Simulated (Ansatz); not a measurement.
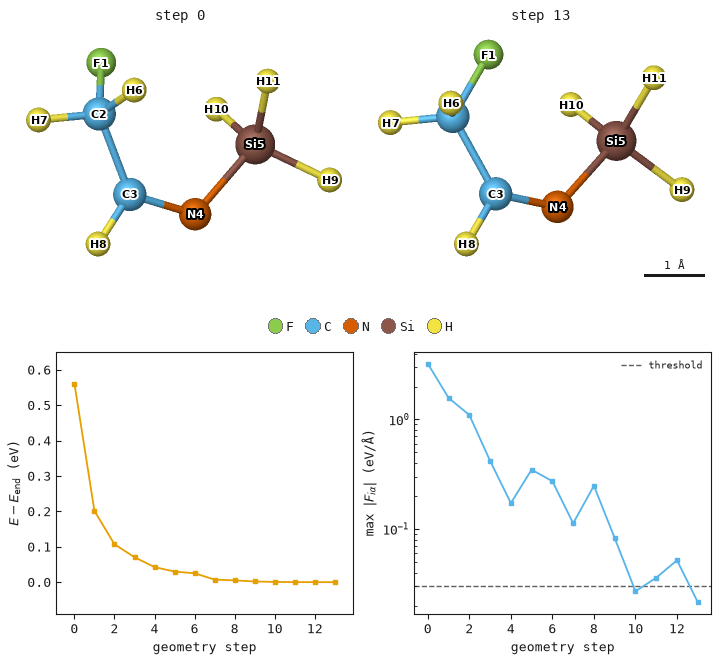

First and last geometry of a relaxation of C2H6FNSi (coarse preliminary run), with the history of the run. The picture is a ball-and-stick view, seen at a tilt.

The start comes from a force field.

The calculation used Ansatz, RKS PBE-D4/def2-SVP.

Input
```yaml
crystal:
  periodic: [false, false, false]
  atoms:
    - {symbol: F, position_ang: [-0.975900, 0.560300, 1.360100]}
    - {symbol: C, position_ang: [-0.074700, -0.361100, 1.458500]}
    - {symbol: C, position_ang: [0.078700, -1.171300, 0.186600]}
    - {symbol: N, position_ang: [0.250000, -0.784600, -1.044000]}
    - {symbol: Si, position_ang: [0.015000, 0.861000, -1.516600]}
    - {symbol: H, position_ang: [0.878400, 0.125900, 1.731500]}
    - {symbol: H, position_ang: [-0.347800, -1.028400, 2.270600]}
    - {symbol: H, position_ang: [0.301500, -2.236200, 0.368800]}
    - {symbol: H, position_ang: [0.541500, 1.048600, -2.832500]}
    - {symbol: H, position_ang: [-1.415500, 1.246700, -1.422700]}
    - {symbol: H, position_ang: [0.814100, 1.682000, -0.539700]}
basis:
  gaussian: {orbitals: def2-SVP}
hamiltonian: {xc: pbe, dispersion: d4}
relax: {f_tol: 0.03, max_steps: 200}
```

Launched with:
```bash
ansatz run in.yaml --threads 4 --pin off --events-out ev --progress --plain --max-ram 10444MiB
```

Q: What do the curves and the structures tell?

A: It converged. H6 moves most after the best rigid fit: 0.82 Å. Largest moves by element: H 0.82 Å, F 0.58 Å, C 0.25 Å, N 0.20 Å, Si 0.09 Å. Near-neighbour distances that change, for instance: F1–C2 1.293 → 1.379 Å, Si5–H9 1.430 → 1.502 Å, N4–Si5 1.728 → 1.776 Å, C3–N4 1.301 → 1.269 Å. Bond angles that change, for instance: C3–N4–Si5 121.6° → 130.2°, N4–Si5–H11 105.6° → 112.0°, N4–C3–H8 114.6° → 119.6°. Groups turn about C2–C3 by about 45°. The energy falls by 0.561 eV in 13 geometry steps. The largest force component goes from 3.2 to 0.022 eV/Å. The forces were under the threshold at step 10, but the run went on from there.

```tsv
step	E − E(0), eV	largest force component, eV/Å
0	0.0000	3.2319
1	-0.3598	1.5757
2	-0.4542	1.0986
3	-0.4906	0.4192
4	-0.5188	0.1726
5	-0.5312	0.3483
6	-0.5361	0.2730
7	-0.5539	0.1129
8	-0.5562	0.2481
9	-0.5593	0.0827
10	-0.5605	0.0271
11	-0.5611	0.0359
12	-0.5611	0.0519
13	-0.5613	0.0216
```
